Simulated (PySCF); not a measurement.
# 1,2-BN Cyclohexene (C4H10BN): NMR shifts in gas and solvents, part 2 of 2

PySCF 2.14.0. Atoms count from 0. The steps go on from the part before.

**5. Shielding tensors: wB97X-D/pcSseg-2**

The job: settings as JSON, then the geometry in Å.

```
{"job": {"kind": "nmr", "xc": "wB97X-D", "basis": "pcSseg-2", "pop": false}, "charge": 0, "multiplicity": 1}
B      0.043646     0.899002     1.317916
C      1.343675     0.477043     0.538929
C      1.081758    -0.619767    -0.491807
C     -0.227251    -0.365344    -1.225845
C     -1.414104    -0.407099    -0.280376
N     -1.193858     0.444621     0.875522
H      0.063743     1.614068     2.282755
H      2.130376     0.181634     1.241429
H      1.739159     1.375289     0.042810
H      1.018602    -1.590895     0.013580
H      1.904808    -0.700340    -1.208276
H     -0.187342     0.620154    -1.704877
H     -0.382416    -1.100958    -2.020184
H     -1.589972    -1.442878     0.040580
H     -2.318239    -0.082098    -0.805138
H     -2.030544     0.691226     1.377978
```

Method: GIAO wB97X-D/pcSseg-2 NMR shielding, non-relativistic, gas phase.

The program printed:

```text
coarse grid: 12696 points
cycle   1  E = -238.0625960447  dE =  9.046e-01  |g| = 3.715e-01  |ddm| = 2.546e+00
cycle   2  E = -238.0792767113  dE = -1.668e-02  |g| = 3.053e-01  |ddm| = 4.826e-01
cycle   3  E = -238.0990079143  dE = -1.973e-02  |g| = 4.666e-02  |ddm| = 2.094e-01
cycle   4  E = -238.0994655688  dE = -4.577e-04  |g| = 2.178e-02  |ddm| = 4.572e-02
cycle   5  E = -238.0995689417  dE = -1.034e-04  |g| = 4.330e-03  |ddm| = 1.776e-02
cycle   6  E = -238.0995739420  dE = -5.000e-06  |g| = 9.206e-04  |ddm| = 5.029e-03
final grid: 120752 points
cycle   7  E = -238.1081676892  dE = -2.845e-04  |g| = 8.148e-03  |ddm| = 6.968e-02
cycle   8  E = -238.1081705624  dE = -2.873e-06  |g| = 7.878e-03  |ddm| = 1.192e-02
cycle   9  E = -238.1081834664  dE = -1.290e-05  |g| = 7.386e-04  |ddm| = 4.540e-03
cycle  10  E = -238.1081835586  dE = -9.222e-08  |g| = 4.721e-04  |ddm| = 9.889e-04
cycle  11  E = -238.1081836084  dE = -4.979e-08  |g| = 6.611e-05  |ddm| = 3.510e-04
cycle  12  E = -238.1081836098  dE = -1.330e-09  |g| = 2.250e-05  |ddm| = 1.149e-04
cycle  13  E = -238.1081836099  dE = -1.698e-10  |g| = 3.970e-06  |ddm| = 3.999e-05
converged SCF energy = -238.1081836099

GIAO shielding tensors (ppm)
atom      isotropic    diamagn.    paramagn.     s11        s22        s33       span
  0 B       58.951     194.576    -135.625     13.730     45.878    117.244    103.514
  1 C      168.606     243.770     -75.164    148.739    175.262    181.816     33.077
  2 C      162.076     240.829     -78.754    154.683    164.571    166.974     12.291
  3 C      155.218     241.108     -85.890    151.479    155.724    158.451      6.971
  4 C      140.039     238.231     -98.192    129.026    136.000    155.090     26.064
  5 N      134.561     319.404    -184.844     29.283    161.000    213.400    184.117
  6 H       26.617      28.957      -2.339     25.671     26.795     27.386      1.716
  7 H       30.563      29.149       1.414     25.850     28.648     37.193     11.343
  8 H       30.870      29.979       0.891     26.865     28.873     36.873     10.008
  9 H       30.317      31.336      -1.019     26.290     28.598     36.062      9.772
 10 H       29.892      29.707       0.185     24.914     28.406     36.355     11.441
 11 H       30.109      31.214      -1.105     26.102     28.597     35.627      9.526
 12 H       29.957      29.809       0.149     25.507     28.055     36.309     10.802
 13 H       28.563      30.047      -1.483     24.234     27.266     34.191      9.957
 14 H       28.659      28.962      -0.304     24.112     27.644     34.220     10.108
 15 H       27.096      31.501      -4.405     21.168     26.636     33.484     12.317
```

It took 52 s on 1 thread of Intel Xeon 6975P-C, shared host; peak memory 1.7 GiB.

This run: δ C4 46.3, C3 31.1, C2 24.2, C1 17.7, H6 5.02, H15 4.54 ppm.

**6. Nuclear shieldings: B97-2/pcSseg-2**

Settings changed since step 5:

```diff
@@ -1,2 +1,2 @@
-{"job": {"kind": "nmr", "xc": "wB97X-D", "basis": "pcSseg-2", "pop": false}, "charge": 0, "multiplicity": 1}
+{"job": {"kind": "nmr", "xc": "B97-2", "basis": "pcSseg-2", "pop": false}, "charge": 0, "multiplicity": 1}
 B      0.043646     0.899002     1.317916
```

Level: GIAO B97-2/pcSseg-2 NMR shielding, non-relativistic, gas phase.

The program printed:

```text
coarse grid: 12696 points
cycle   1  E = -238.0331839982  dE =  5.833e-01  |g| = 4.767e-01  |ddm| = 2.568e+00
cycle   2  E = -238.0022084349  dE =  3.098e-02  |g| = 6.034e-01  |ddm| = 9.297e-01
cycle   3  E = -238.0930397045  dE = -9.083e-02  |g| = 6.559e-02  |ddm| = 5.593e-01
cycle   4  E = -238.0937943188  dE = -7.546e-04  |g| = 2.921e-02  |ddm| = 6.086e-02
cycle   5  E = -238.0939701002  dE = -1.758e-04  |g| = 1.080e-02  |ddm| = 2.423e-02
cycle   6  E = -238.0939948431  dE = -2.474e-05  |g| = 1.409e-03  |ddm| = 7.961e-03
cycle   7  E = -238.0939952886  dE = -4.455e-07  |g| = 4.166e-04  |ddm| = 1.353e-03
final grid: 120752 points
cycle   8  E = -238.0970043085  dE = -1.440e-04  |g| = 3.409e-03  |ddm| = 7.556e-02
cycle   9  E = -238.0970035899  dE =  7.187e-07  |g| = 3.730e-03  |ddm| = 7.876e-03
cycle  10  E = -238.0970072094  dE = -3.620e-06  |g| = 4.393e-04  |ddm| = 3.671e-03
cycle  11  E = -238.0970072474  dE = -3.802e-08  |g| = 1.653e-04  |ddm| = 5.797e-04
cycle  12  E = -238.0970072540  dE = -6.610e-09  |g| = 4.991e-05  |ddm| = 1.846e-04
cycle  13  E = -238.0970072546  dE = -5.288e-10  |g| = 1.223e-05  |ddm| = 3.790e-05
converged SCF energy = -238.0970072546

GIAO shielding tensors (ppm)
atom      isotropic    diamagn.    paramagn.     s11        s22        s33       span
  0 B       60.227     195.927    -135.700     16.307     48.258    116.115     99.808
  1 C      166.933     244.929     -77.996    147.441    174.014    179.345     31.904
  2 C      160.288     242.622     -82.335    153.170    162.714    164.979     11.809
  3 C      153.756     243.152     -89.395    149.883    154.634    156.752      6.869
  4 C      138.513     240.232    -101.719    127.325    134.500    153.713     26.388
  5 N      132.486     320.371    -187.885     30.436    157.992    209.031    178.595
  6 H       26.658      29.055      -2.397     25.772     26.773     27.428      1.657
  7 H       30.521      28.972       1.549     25.920     28.659     36.986     11.066
  8 H       30.798      30.062       0.737     26.939     28.836     36.620      9.681
  9 H       30.257      31.733      -1.476     26.330     28.613     35.828      9.498
 10 H       29.844      29.537       0.307     24.956     28.399     36.176     11.220
 11 H       30.046      31.679      -1.633     26.129     28.608     35.401      9.272
 12 H       29.918      29.706       0.213     25.567     28.052     36.137     10.569
 13 H       28.477      30.252      -1.775     24.195     27.219     34.018      9.822
 14 H       28.598      28.838      -0.240     24.142     27.605     34.047      9.905
 15 H       27.035      31.347      -4.312     21.185     26.620     33.298     12.113
```

Wall time 39 s (1 thread of Intel Xeon 6975P-C, shared host); peak memory 1.6 GiB.

This run: δ C4 46.9, C3 31.6, C2 25.1, C1 18.4, H6 4.98, H15 4.60 ppm.

**7. NMR shieldings: WP04/pcSseg-2 in chloroform**

Settings changed since step 6:

```diff
@@ -1,2 +1,2 @@
-{"job": {"kind": "nmr", "xc": "B97-2", "basis": "pcSseg-2", "pop": false}, "charge": 0, "multiplicity": 1}
+{"job": {"kind": "nmr", "xc": "WP04", "basis": "pcSseg-2", "pop": false, "solvent": "chloroform"}, "charge": 0, "multiplicity": 1}
 B      0.043646     0.899002     1.317916
```

Level: GIAO WP04/pcSseg-2 NMR shielding, non-relativistic, IEF-PCM chloroform.

The program printed:

```text
coarse grid: 12696 points
cycle   1  E = -244.2072280008  dE =  4.799e-01  |g| = 7.642e-01  |ddm| = 2.428e+00
cycle   2  E = -244.0591739303  dE =  1.481e-01  |g| = 1.090e+00  |ddm| = 1.346e+00
cycle   3  E = -244.3477730953  dE = -2.886e-01  |g| = 1.369e-01  |ddm| = 8.575e-01
cycle   4  E = -244.3511039625  dE = -3.331e-03  |g| = 5.985e-02  |ddm| = 1.037e-01
cycle   5  E = -244.3518801573  dE = -7.762e-04  |g| = 1.421e-02  |ddm| = 4.442e-02
cycle   6  E = -244.3519222057  dE = -4.205e-05  |g| = 2.223e-03  |ddm| = 1.051e-02
cycle   7  E = -244.3519232792  dE = -1.073e-06  |g| = 7.705e-04  |ddm| = 2.083e-03
final grid: 120752 points
cycle   8  E = -244.3689078200  dE = -2.190e-04  |g| = 9.606e-03  |ddm| = 8.746e-02
cycle   9  E = -244.3688873807  dE =  2.044e-05  |g| = 1.323e-02  |ddm| = 1.589e-02
cycle  10  E = -244.3689294884  dE = -4.211e-05  |g| = 1.324e-03  |ddm| = 9.213e-03
cycle  11  E = -244.3689296908  dE = -2.024e-07  |g| = 8.869e-04  |ddm| = 1.127e-03
cycle  12  E = -244.3689298571  dE = -1.663e-07  |g| = 1.287e-04  |ddm| = 5.370e-04
cycle  13  E = -244.3689298605  dE = -3.372e-09  |g| = 1.919e-05  |ddm| = 1.037e-04
cycle  14  E = -244.3689298606  dE = -7.930e-11  |g| = 5.574e-06  |ddm| = 1.559e-05
converged SCF energy = -244.3689298606

GIAO shielding tensors (ppm)
atom      isotropic    diamagn.    paramagn.     s11        s22        s33       span
  0 B       52.434     194.003    -141.569      7.303     42.175    107.824    100.521
  1 C      156.249     242.881     -86.632    137.872    163.236    167.640     29.767
  2 C      147.970     240.391     -92.421    141.570    148.755    153.585     12.015
  3 C      142.092     240.968     -98.877    138.704    142.198    145.373      6.669
  4 C      126.038     239.085    -113.046    114.289    120.895    142.931     28.641
  5 N      124.132     318.225    -194.093     22.383    151.300    198.713    176.331
  6 H       27.549      30.141      -2.592     26.762     27.675     28.209      1.447
  7 H       30.913      29.453       1.461     26.597     29.091     37.053     10.456
  8 H       31.116      30.457       0.659     27.427     29.240     36.681      9.254
  9 H       30.548      31.735      -1.187     26.864     28.961     35.818      8.953
 10 H       30.217      29.442       0.775     25.639     28.823     36.188     10.550
 11 H       30.366      31.751      -1.385     26.690     28.981     35.428      8.738
 12 H       30.221      29.592       0.629     26.081     28.457     36.126     10.045
 13 H       28.831      30.440      -1.609     24.757     27.611     34.124      9.367
 14 H       28.907      29.051      -0.144     24.635     27.931     34.155      9.521
 15 H       27.185      31.151      -3.966     21.426     26.698     33.430     12.004
```

Run time: 43 s. Hardware: 1 thread of Intel Xeon 6975P-C, shared host; peak memory 1.6 GiB.

This run: δ C4 49.1, C3 33.0, C2 27.1, C1 18.9, H15 4.68, H6 4.32 ppm.

**8. Shielding tensors: wB97X-D/pcSseg-2 in chloroform**

Settings changed since step 7:

```diff
@@ -1,2 +1,2 @@
-{"job": {"kind": "nmr", "xc": "WP04", "basis": "pcSseg-2", "pop": false, "solvent": "chloroform"}, "charge": 0, "multiplicity": 1}
+{"job": {"kind": "nmr", "xc": "wB97X-D", "basis": "pcSseg-2", "pop": false, "solvent": "chloroform"}, "charge": 0, "multiplicity": 1}
 B      0.043646     0.899002     1.317916
```

Level: GIAO wB97X-D/pcSseg-2 NMR shielding, non-relativistic, IEF-PCM chloroform.

The program printed:

```text
coarse grid: 12696 points
cycle   1  E = -238.0662201558  dE =  9.013e-01  |g| = 3.657e-01  |ddm| = 2.546e+00
cycle   2  E = -238.0833008548  dE = -1.708e-02  |g| = 2.950e-01  |ddm| = 4.703e-01
cycle   3  E = -238.1015841099  dE = -1.828e-02  |g| = 4.654e-02  |ddm| = 1.900e-01
cycle   4  E = -238.1020414194  dE = -4.573e-04  |g| = 2.175e-02  |ddm| = 4.553e-02
cycle   5  E = -238.1021446902  dE = -1.033e-04  |g| = 3.961e-03  |ddm| = 1.757e-02
cycle   6  E = -238.1021493332  dE = -4.643e-06  |g| = 9.414e-04  |ddm| = 5.123e-03
final grid: 120752 points
cycle   7  E = -238.1107150847  dE = -2.846e-04  |g| = 8.103e-03  |ddm| = 6.969e-02
cycle   8  E = -238.1107184433  dE = -3.359e-06  |g| = 7.684e-03  |ddm| = 1.184e-02
cycle   9  E = -238.1107306435  dE = -1.220e-05  |g| = 7.414e-04  |ddm| = 4.337e-03
cycle  10  E = -238.1107307369  dE = -9.341e-08  |g| = 4.674e-04  |ddm| = 9.861e-04
cycle  11  E = -238.1107307859  dE = -4.898e-08  |g| = 6.332e-05  |ddm| = 3.377e-04
cycle  12  E = -238.1107307872  dE = -1.340e-09  |g| = 2.103e-05  |ddm| = 1.178e-04
cycle  13  E = -238.1107307874  dE = -1.647e-10  |g| = 3.789e-06  |ddm| = 4.128e-05
converged SCF energy = -238.1107307874

GIAO shielding tensors (ppm)
atom      isotropic    diamagn.    paramagn.     s11        s22        s33       span
  0 B       59.417     194.292    -134.875     13.013     48.436    116.802    103.788
  1 C      168.939     243.839     -74.899    148.948    175.736    182.134     33.186
  2 C      162.463     240.770     -78.307    155.018    164.859    167.512     12.494
  3 C      155.574     241.206     -85.631    151.757    156.114    158.852      7.095
  4 C      140.361     238.276     -97.914    129.221    136.409    155.454     26.233
  5 N      131.608     319.276    -187.669     20.623    157.309    216.891    196.268
  6 H       26.717      29.350      -2.633     25.862     26.819     27.470      1.607
  7 H       30.600      29.232       1.368     25.878     28.685     37.238     11.360
  8 H       30.859      30.002       0.857     26.855     28.846     36.876     10.022
  9 H       30.279      31.299      -1.020     26.239     28.539     36.059      9.820
 10 H       29.884      29.692       0.192     24.887     28.395     36.371     11.485
 11 H       30.106      31.204      -1.097     26.065     28.587     35.668      9.603
 12 H       29.885      29.722       0.163     25.415     27.956     36.283     10.868
 13 H       28.528      29.868      -1.340     24.186     27.195     34.203     10.017
 14 H       28.556      28.750      -0.194     23.975     27.497     34.195     10.220
 15 H       26.658      31.116      -4.458     20.773     26.116     33.085     12.311
```

Wall time 56 s (1 thread of Intel Xeon 6975P-C, shared host); peak memory 1.9 GiB.

This run: δ C4 46.7, C3 31.5, C2 24.6, C1 18.2, H15 4.96, H6 4.90 ppm.

**9. Comparing the runs: NMR shifts**

Shifts (ppm) of some atoms, chosen among heavy atoms and hydrogens apart, with basis size and wall time:

```tsv
run	C4	C2	C1	H6	H15	B0	N5	functions	time
PBE0/pcSseg-2	46.8	24.6	18.6	5.09	4.71	40.8	134.3	356	44 s
KT3/pcSseg-2	48.3	26.7	19.8	4.89	4.78	35.9	133.4	356	55 s
wB97X-D/pcSseg-2	46.3	24.2	17.7	5.02	4.54	40.6	127.6	356	52 s
B97-2/pcSseg-2	46.9	25.1	18.4	4.98	4.60	39.5	129.3	356	39 s
WP04/pcSseg-2 in chloroform	49.1	27.1	18.9	4.32	4.68	41.8	125.9	356	43 s
wB97X-D/pcSseg-2 in chloroform	46.7	24.6	18.2	4.90	4.96	40.5	132.9	356	56 s
```

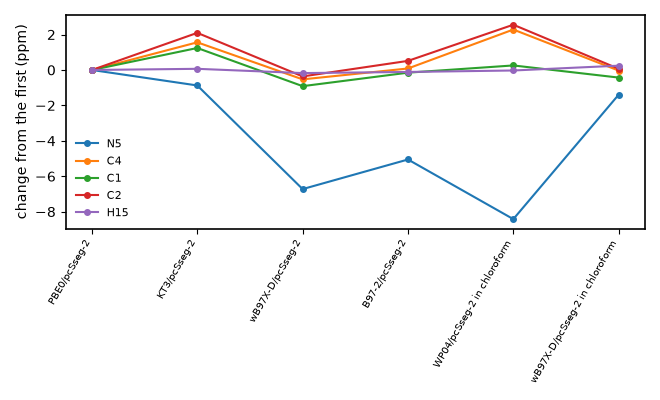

How five of the tabulated atoms move from run to run.

**10. What came out**

What follows sums up all 2 parts.

```
                                                              quantity                                   value
                                                           point group                                      C1
                                  rotational constants (main isotopes)                    4.76, 4.40, 2.52 GHz
                                13C shifts against TMS (PBE0/pcSseg-2)              46.8, 31.4, 24.6, 18.6 ppm
1H shifts against TMS (PBE0/pcSseg-2, means over atoms taken as alike)  5.09, 4.71, 3.10, 1.66, 1.59, 0.99 ppm
                           11B shifts against BF3·OEt2 (PBE0/pcSseg-2)                                40.8 ppm
                                15N shifts against NH3 (PBE0/pcSseg-2)                               134.3 ppm
                      range of the shift of N5 (wB97X-D/pcSseg-2 runs)                      127.6 to 132.9 ppm
```

What this shows: Over 7 steps the energy fell by 0.100 eV; of the close pairs, C2–C3 changed most, 1.482 to 1.522 Å. At PBE0/pcSseg-2: Shielding is most anisotropic at N5 (span 189 ppm, paramagnetic term -190 ppm). At one level, wB97X-D/pcSseg-2: Across the 2 runs the shift of N5 moves most, between 127.6 (wB97X-D/pcSseg-2) and 132.9 ppm (wB97X-D/pcSseg-2 in chloroform). Part of that comes from the computed reference.
